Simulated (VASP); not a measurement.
Band structure of CdHg3Se4 (ordered alloy cell). Calculation: PBEsol GGA, VASP's PBE PAW potentials (set 64) (plane waves; VASP).

Unless said otherwise, spin-orbit coupling is left out, though it shifts the bands of the heavy elements here.

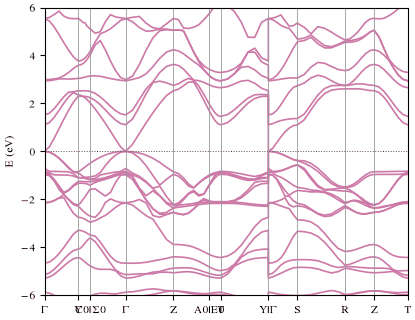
Figure: Bands along high-symmetry lines, zero at the valence-band maximum or, without a gap, the Fermi level

### Question
Read the plot: is there a gap, and where are the band edges?

### Answer
It has no gap at this level: it comes out as a metal or semimetal. (Edges off the drawn lines would not show.)

The structure was generated: CdHg3Se4 was put into an ordered model structure (Amm2), which need not be its known phase. It was relaxed first.
